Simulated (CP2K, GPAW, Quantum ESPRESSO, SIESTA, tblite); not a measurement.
# Amorphous carbon (160 atoms) in CP2K

How do the settings of CP2K change the result for amorphous carbon (160 atoms)? A plane-wave run serves as the yardstick.

Calculated with CP2K 2026.2; the method is named at each step.

## 1. Set-up

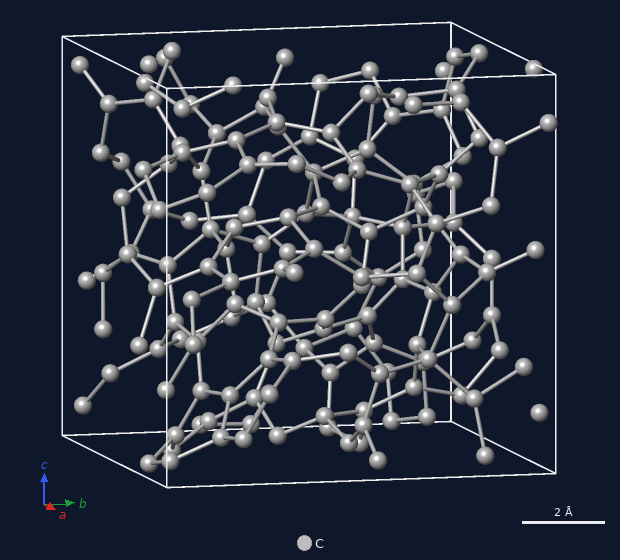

The starting structure, seen slightly off an axis (carbon light grey). Bonds to atoms that aren't drawn are left out. Some periodic images of atoms are drawn too.

The cell holds 160 atoms: 160 C. Cell: a = 9.922 Å, b = 9.922 Å, c = 9.922 Å, α = 90.0°, β = 90.0°, γ = 90.0°. 160 atoms (160 C) placed at random at 3.27 g/cm³, melted at 6000 K for 10 ps at fixed volume with the LCBOP (Los and Fasolino, Phys. Rev. B 68, 024107 (2003)). Quenched from 6000 K to 300 K at 500 K/ps and fixed volume, held 5 ps. Then every atom was moved at random, 0.02 Å r.m.s. a Cartesian component.

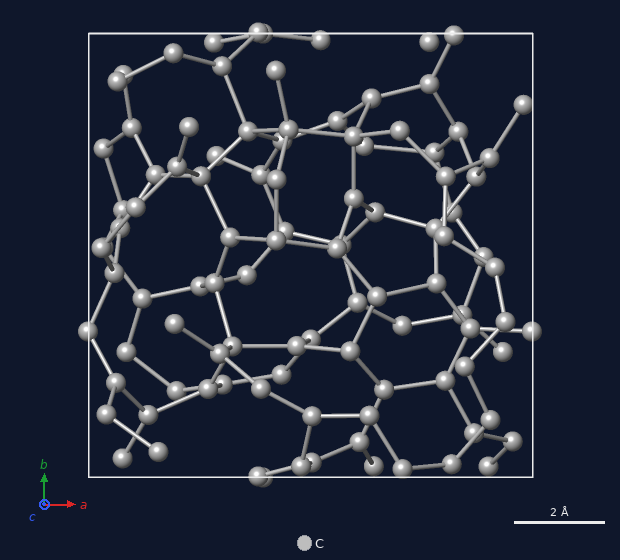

A slice 6 Å thick through the middle of the cell. Bonds to atoms that aren't drawn are left out.

The yardstick, on the same geometry:

- method: Kohn-Sham DFT, PBE, SSSP efficiency 1.3.0 pseudopotentials, plane waves (Quantum ESPRESSO 7.5); sssp-pbe-1.3.0-efficiency, cutoffs 45/360 Ry, Γ point
- r.m.s. force component: 1.906 eV/Å
- longest force: 8.371 eV/Å
- pressure: 62.9 GPa
- time: 2.5 min on 4 MPI ranks of Arm Neoverse V1, shared host
- CPU time: 10 min

## 2. PBE, DZVP-UZH, 450/50 Ry, diagonalisation

Method: Kohn-Sham DFT, PBE, GTH-PBE pseudopotentials, Gaussian and plane waves, DZVP-MOLOPT (UZH set), diagonalisation.

File input.inp:

```
&GLOBAL
  PROJECT cell
  RUN_TYPE ENERGY_FORCE
  PRINT_LEVEL LOW
&END GLOBAL
&FORCE_EVAL
  METHOD QS
  STRESS_TENSOR ANALYTICAL
  &DFT
    BASIS_SET_FILE_NAME BASIS_MOLOPT_UZH
    POTENTIAL_FILE_NAME POTENTIAL_UZH
    &MGRID
      CUTOFF 450
      REL_CUTOFF 50
    &END MGRID
    &QS
      EPS_DEFAULT 1.0E-12
    &END QS
    &SCF
      SCF_GUESS ATOMIC
      EPS_SCF 5.0E-06
      MAX_SCF 200
      ADDED_MOS 72
      &DIAGONALIZATION
        ALGORITHM STANDARD
      &END DIAGONALIZATION
      &SMEAR ON
        METHOD FERMI_DIRAC
        ELECTRONIC_TEMPERATURE [K] 580
      &END SMEAR
      &MIXING
        METHOD BROYDEN_MIXING
        ALPHA 0.15
        NBROYDEN 12
      &END MIXING
      &PRINT
        &RESTART OFF
        &END RESTART
      &END PRINT
    &END SCF
    &XC
      &XC_FUNCTIONAL PBE
      &END XC_FUNCTIONAL
    &END XC
    &PRINT
      &MULLIKEN ON
      &END MULLIKEN
      &HIRSHFELD ON
        SHAPE_FUNCTION DENSITY
      &END HIRSHFELD
      &MO ON
        EIGENVALUES T
        OCCUPATION_NUMBERS T
        MO_INDEX_RANGE 309 332
        &EACH
          QS_SCF 0
        &END EACH
        ADD_LAST NUMERIC
      &END MO
    &END PRINT
  &END DFT
  &SUBSYS
    &CELL
      A 9.92200 0.00000 0.00000
      B 0.00000 9.92200 0.00000
      C 0.00000 0.00000 9.92200
    &END CELL
    &COORD
      SCALED
      C 0.70898 0.25724 0.82340
      C 0.81759 0.02977 0.67082
      C 0.51998 0.88749 0.13727
      C 0.42169 0.91638 0.72285
      C 0.15680 0.05738 0.72706
      C 0.78128 0.56037 0.47899
      C 0.42222 0.53393 0.69519
      C 0.26096 0.44944 0.84200
      C 0.29541 0.27867 0.69106
      C 0.13188 0.81175 0.02518
      C 0.55822 0.07303 0.00028
      C 0.43598 0.75871 0.42186
      C 0.28212 0.97941 0.24031
      C 0.84142 0.36578 0.28396
      C 0.60524 0.39357 0.34852
      C 0.13413 0.14084 0.46946
      C 0.42321 0.67099 0.74962
      C 0.87762 0.78881 0.92160
      C 0.11500 0.01481 0.94264
      C 0.50224 0.03355 0.51839
      C 0.44129 0.55342 0.30587
      C 0.63224 0.13909 0.78643
      C 0.81922 0.59652 0.24089
      C 0.70634 0.34173 0.27147
      C 0.87294 0.67763 0.49582
      C 0.30164 0.20906 0.31657
      C 0.66842 0.60827 0.92239
      C 0.55099 0.75653 0.16659
      C 0.43411 0.23148 0.28522
      C 0.65241 0.25641 0.17689
      C 0.94921 0.18411 0.99449
      C 0.14134 0.31801 0.03447
      C 0.64535 0.59729 0.44013
      C 0.78664 0.00145 0.98608
      C 0.06485 0.89210 0.58306
      C 0.19343 0.34584 0.77057
      C 0.80033 0.54341 0.75120
      C 0.78330 0.43713 0.55472
      C 0.76739 0.88616 0.47761
      C 0.38793 0.19966 0.76976
      C 0.74035 0.20945 0.08394
      C 0.25117 0.43050 0.35237
      C 0.84707 0.24989 0.77984
      C 0.26375 0.61300 0.03299
      C 0.19065 0.95554 0.62877
      C 0.88951 0.49643 0.30589
      C 0.03344 0.51818 0.31832
      C 0.70078 0.78092 0.71876
      C 0.21945 0.63118 0.16379
      C 0.47848 0.02509 0.65766
      C 0.30037 0.92628 0.53989
      C 0.34370 0.18991 0.00189
      C 0.58914 0.28425 0.58810
      C 0.05765 0.46017 0.54446
      C 0.46888 0.29600 0.51889
      C 0.19806 0.19451 0.23594
[... 100 atom lines left out ...]
      C 0.28672 0.29994 0.06292
      C 0.46725 0.16579 0.05583
      C 0.06362 0.24722 0.94582
      C 0.97954 0.83940 0.67389
    &END COORD
    &KIND C
      BASIS_SET DZVP-MOLOPT-PBE-GTH-q4
      POTENTIAL GTH-PBE-q4
    &END KIND
  &END SUBSYS
  &PRINT
    &FORCES ON
    &END FORCES
    &STRESS_TENSOR ON
    &END STRESS_TENSOR
  &END PRINT
&END FORCE_EVAL
```

On the command line:

```bash
OMP_NUM_THREADS=1 mpirun -np 4 cp2k.psmp -i input.inp > output.txt
```

Numbers of over 12 decimals in the logs are rounded to 6 here.

Log:

```text
CP2K| version string:                                       CP2K version 2026.2
 CP2K| Input file name                                                 input.inp
 GLOBAL| Basis set file name                                    BASIS_MOLOPT_UZH
 GLOBAL| Potential file name                                       POTENTIAL_UZH
 GLOBAL| Run type                                                   ENERGY_FORCE
 GLOBAL| Total number of message passing processes                             4
 GLOBAL| Number of threads for this process                                    1
 TOTAL NUMBERS AND MAXIMUM NUMBERS
  Total number of            - Atomic kinds:                                   1
                             - Atoms:                                        160
                             - Shell sets:                                   160
                             - Shells:                                       800
                             - Primitive Cartesian functions:                800
                             - Cartesian basis functions:                   2240
                             - Spherical basis functions:                   2080
  Maximum angular momentum of- Orbital basis functions:                        2
                             - Local part of the GTH pseudopotential:          2
                             - Non-local part of the GTH pseudopotential:      0
 SCF PARAMETERS         Density guess:                                    ATOMIC
                        max_scf:                                             200
                        eps_scf:                                        5.00E-06
                        added MOs                                        72    0
                        Mixing method:                            BROYDEN_MIXING
                                                charge density mixing in g-space
                        Smear method:                                FERMI_DIRAC
                        Electronic temperature [K]:                        580.0
                        Electronic temperature [a.u.]:                  1.84E-03
                        Accuracy threshold:                             1.00E-10
 Extrapolation method: initial_guess
 Number of electrons:                                                        640
 Number of occupied orbitals:                                                320
 Number of molecular orbitals:                                               392
 Number of orbital functions:                                               2080
 Number of independent orbital functions:                                   2080
 SCF WAVEFUNCTION OPTIMIZATION
  Step     Update method      Time    Convergence         Total energy    Change
     1 NoMix/Diag. 0.15E+00   10.6     0.75917476      -928.2248331617 -9.28E+02
     2 Broy./Diag. 0.15E+00   14.1     0.12093607      -830.4509396264  9.78E+01
     3 Broy./Diag. 0.15E+00   14.1     0.26847792      -872.2245571825 -4.18E+01
     4 Broy./Diag. 0.15E+00   14.1     0.12422134      -898.9100972816 -2.67E+01
[...]
17 Broy./Diag. 0.15E+00   14.1     0.00000677      -904.0232211994 -4.29E-04
    18 Broy./Diag. 0.15E+00   14.1     0.00000429      -904.0233171858 -9.60E-05
  *** SCF run converged in    18 steps ***
  Electronic density on regular grids:       -640.0000000000        0.0000000000
  Core density on regular grids:              639.9999999994       -0.0000000006
  Total charge density on r-space grids:       -0.0000000005
  Total charge density g-space grids:          -0.0000000005
  Overlap energy of the core charge distribution:               7.68965e-05
  Self energy of the core charge distribution:              -2133.074689
  Core Hamiltonian energy:                                    696.939933
  Hartree energy:                                             819.287438
  Exchange-correlation energy:                               -287.164307
  Electronic entropic energy:                                  -0.011769
  Fermi energy:                                                 0.388463
  Total energy:                                              -904.023317
  Total energy (extrapolated to T->0):                       -904.017433
 MO| EIGENVALUES AND OCCUPATION NUMBERS
 MO|
 MO|  Index      Eigenvalue [a.u.]        Eigenvalue [eV]             Occupation
 MO|    309               0.363166               9.882247               1.999998
 MO|    310               0.364465               9.917584               1.999996
 MO|    311               0.365870               9.955817               1.999991
[...]
MO|    331               0.416518              11.334045               0.000000
 MO|    332               0.420421              11.440242               0.000000
 MO| Sum:                                                             640.000000
 MO| E(Fermi):            0.388463 a.u.         10.570621 eV
 !-----------------------------------------------------------------------------!
                     Mulliken Population Analysis
 #  Atom  Element  Kind  Atomic population                           Net charge
       1     C        1          4.034635                             -0.034635
       2     C        1          3.988531                              0.011469
       3     C        1          3.978868                              0.021132
[...]
159     C        1          3.986286                              0.013714
     160     C        1          4.017762                             -0.017762
 # Total charge                            640.000000                  0.000000
 !-----------------------------------------------------------------------------!
 !-----------------------------------------------------------------------------!
                           Hirshfeld Charges
  #Atom  Element  Kind  Ref Charge     Population                    Net charge
      1       C      1       4.000          4.000                        -0.000
      2       C      1       4.000          4.010                        -0.010
      3       C      1       4.000          3.980                         0.020
[...]
159       C      1       4.000          3.996                         0.004
    160       C      1       4.000          3.992                         0.008
  Total Charge                                                           -0.000
 !-----------------------------------------------------------------------------!
 ENERGY| Total FORCE_EVAL ( QS ) energy [hartree]           -904.023422
 FORCES| Atomic forces [hartree/bohr]
 FORCES|   Atom     x               y               z               |f|
 FORCES|      1 -1.65173570E-02  1.61408821E-02 -2.34242724E-02   3.28944934E-02
 FORCES|      2  2.26185948E-03  3.26545331E-02  2.90684225E-03   3.28615926E-02
 FORCES|      3  7.02474334E-03  1.02334496E-02  5.44037235E-04   1.24244310E-02
[...]
FORCES|    159 -2.27540971E-03 -3.72274809E-02  3.72025102E-02   5.26791191E-02
 FORCES|    160 -7.68087208E-02 -6.82839789E-02  6.65204666E-03   1.02988014E-01
 FORCES| Sum    -1.04851810E-04  5.84113670E-06  7.44913911E-05
 FORCES| Total atomic force                                       1.28751654E-04
 STRESS| Analytical stress tensor [bar]
 STRESS|                        x                   y                   z
 STRESS|      x        6.71222461221E+05   3.58202821847E+04   5.02922703123E+04
 STRESS|      y        3.58202821847E+04   6.58305248699E+05   7.25829825444E+04
 STRESS|      z        5.02922703123E+04   7.25829825444E+04   6.22104231675E+05
 STRESS| 1/3 Trace                                             6.50543980532E+05
```

The job ended after 4.9 min (4 MPI ranks of Arm Neoverse V1, shared host; peak memory 3.2 GiB; 20 min of CPU time).

Banners, paths, timers and routine set-up lines are dropped from the logs unmarked, and long logs keep their key lines alone; longer cuts are marked.

Numbers from this run, and their distance from the reference:

- r.m.s. force component: 1.937 eV/Å
- r.m.s. difference of force components: 44.81 meV/Å
- longest difference of force vectors: 187.8 meV/Å
- force difference over r.m.s. force: 2.351 %
- slope of forces against the reference's: 1.016
- correlation of force components: 0.9999
- pressure: 65.05 GPa
- pressure difference: 2.158 GPa

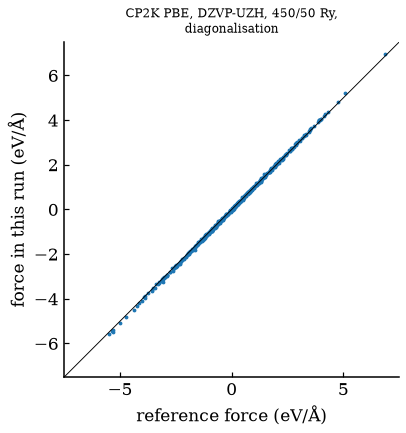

Force components against those of the reference; the line marks equality.

The surroundings of C51, whose charge lies farthest from its element's mean, nearest first, numbered as they follow in the input and with coordinates relative to it.

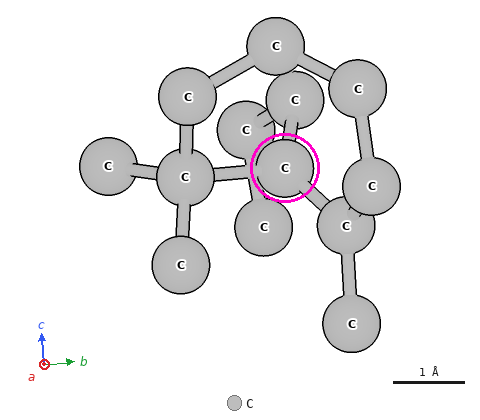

The atoms of the table, within 2.5 Å (arrows a, b, c point along x, y, z); some may hide others; the central atom is ringed.

```tsv
atom	x	y	z	distance (Å)	Hirshfeld charge (e)	Fx	Fy	Fz (eV/Å)
C51	0.00	0.00	0.00	0.00	0.04	-2.38	-2.74	2.09
C110	0.81	0.75	-0.82	1.38	-0.02	1.80	1.79	-1.68
C45	-1.09	0.29	0.88	1.43	-0.01	-2.15	2.28	-0.21
C135	0.58	-1.46	0.01	1.57	0.01	-0.47	1.94	-0.78
C4	1.20	-0.10	1.82	2.18	0.01	-0.04	-0.99	-1.19
C20	2.00	1.06	-0.21	2.28	-0.01	-1.19	-1.12	0.31
C50	1.77	0.98	1.17	2.33	0.01	0.52	0.16	2.17
C78	1.49	-1.42	1.21	2.38	0.00	0.56	0.35	-0.71
C35	-2.34	-0.34	0.43	2.40	-0.02	4.00	2.96	2.04
C90	-2.21	-0.19	-0.96	2.41	0.00	0.87	-0.68	-1.47
C12	1.35	-1.66	-1.17	2.44	-0.03	0.79	2.71	2.87
C98	0.92	0.73	-2.21	2.50	0.00	2.46	0.48	2.04
C99	-0.47	-2.46	0.18	2.51	0.00	0.76	-0.27	1.79
```

Forces lie 2.4 % from the reference's, at 2.0 times its CPU time.

## 3. PBE, SZV-MOLOPT-SR, 450/50 Ry, diagonalisation

Method: Kohn-Sham DFT, PBE, GTH-PBE pseudopotentials, Gaussian and plane waves, SZV-MOLOPT-SR-GTH, diagonalisation.

input.inp: that of step 2 with these lines changed.

```diff
@@ -9,4 +9,4 @@
   &DFT
-    BASIS_SET_FILE_NAME BASIS_MOLOPT_UZH
-    POTENTIAL_FILE_NAME POTENTIAL_UZH
+    BASIS_SET_FILE_NAME BASIS_MOLOPT
+    POTENTIAL_FILE_NAME GTH_POTENTIALS
     &MGRID
@@ -68,7 +68,30 @@
     &COORD
-      SCALED
-[... 160 atom lines left out: the same atoms as in the first run ...]
+      C 7.03450 2.55234 8.16977
+      C 8.11213 0.29538 6.65588
+      C 5.15924 8.80568 1.36199
+      C 4.18401 9.09232 7.17212
+      C 1.55577 0.56932 7.21389
+      C 7.75186 5.55999 4.75254
+      C 4.18927 5.29765 6.89768
+      C 2.58925 4.45934 8.35432
+      C 2.93106 2.76496 6.85670
+      C 1.30851 8.05418 0.24984
+      C 5.53866 0.72460 0.00278
+      C 4.32579 7.52792 4.18569
+      C 2.79919 9.71771 2.38436
+      C 8.34857 3.62927 2.81745
+      C 6.00519 3.90500 3.45802
+      C 1.33084 1.39741 4.65798
+      C 4.19909 6.65756 7.43773
+      C 8.70775 7.82657 9.14412
+      C 1.14103 0.14694 9.35287
+      C 4.98323 0.33288 5.14347
+[... 136 atom lines left out ...]
+      C 2.84484 2.97600 0.62429
+      C 4.63605 1.64497 0.55395
+      C 0.63124 2.45292 9.38443
+      C 9.71900 8.32853 6.68634
     &END COORD
     &KIND C
-      BASIS_SET DZVP-MOLOPT-PBE-GTH-q4
+      BASIS_SET SZV-MOLOPT-SR-GTH-q4
       POTENTIAL GTH-PBE-q4
```

On the command line:

```bash
OMP_NUM_THREADS=2 cp2k.psmp -i input.inp > output.txt
```

Log:

```text
CP2K| version string:                                       CP2K version 2026.2
 CP2K| Input file name                                                 input.inp
 GLOBAL| Basis set file name                                        BASIS_MOLOPT
 GLOBAL| Potential file name                                      GTH_POTENTIALS
[... lines left out ...]
 Number of electrons:                                                        640
[... lines left out ...]
  Step     Update method      Time    Convergence         Total energy    Change
[... lines left out ...]
  *** SCF run converged in    18 steps ***
[... lines left out ...]
  Fermi energy:                                                 0.422904
  Total energy:                                              -899.712840
  Total energy (extrapolated to T->0):                       -899.707172
[... lines left out ...]
 MO| E(Fermi):            0.422904 a.u.         11.507812 eV
[... lines left out ...]
 ENERGY| Total FORCE_EVAL ( QS ) energy [hartree]           -899.712984
[... lines left out ...]
 FORCES|      1 -2.30443404E-02  2.75135407E-02 -2.98053538E-02   4.66518560E-02
 FORCES|      2  3.80614802E-03  4.45032883E-02 -6.13121540E-04   4.46699602E-02
 FORCES|      3  7.28749504E-03  1.22076646E-02 -2.77461281E-03   1.44856182E-02
[...]
FORCES|    159 -1.10587317E-02 -3.88126845E-02  4.59936092E-02   6.11893137E-02
 FORCES|    160 -9.08599080E-02 -8.52914634E-02  7.76982256E-03   1.24862031E-01
 FORCES| Sum    -2.69485076E-04 -1.47095446E-04 -3.69098746E-04
 FORCES| Total atomic force                                       4.80097033E-04
 STRESS| Analytical stress tensor [bar]
 STRESS|                        x                   y                   z
 STRESS|      x        8.69816247228E+05   5.05012172995E+04   5.61285637131E+04
 STRESS|      y        5.05012172995E+04   8.46310133499E+05   9.65611626971E+04
 STRESS|      z        5.61285637131E+04   9.65611626971E+04   8.02453672996E+05
 STRESS| 1/3 Trace                                             8.39526684574E+05
```

The job ended after 3 min (2 threads; peak memory 1.9 GiB).

Numbers from this run, and their distance from the reference:

- r.m.s. force component: 2.475 eV/Å
- r.m.s. difference of force components: 616.7 meV/Å
- longest difference of force vectors: 2336 meV/Å
- force difference over r.m.s. force: 32.36 %
- slope of forces against the reference's: 1.291
- correlation of force components: 0.994
- pressure: 83.95 GPa
- pressure difference: 21.06 GPa

This is a coarse setting, run to see what it loses.

Against the first run (2.4 %), the force difference from the reference is 32 %, at 0.29 times the CPU time (on 2 against 4 cores), with 640 basis functions against 2080; this set comes with other potentials too, so the change isn't the basis's alone.

(Continued in part 2 of 2.)

[Also dropped from logs without a mark: logging warnings of Python, and SIESTA's first energy breakdown and zero terms.]

[Logs are printed without paths, hosts, clocks, repeated set-up lines and the standing remarks that a program may print on its own settings, such as how far it seeks lower states.]

[Hosts, paths, dates, database ids (printed as entryN), source tags and the programs' standing remarks are cut or masked in the printed files.]
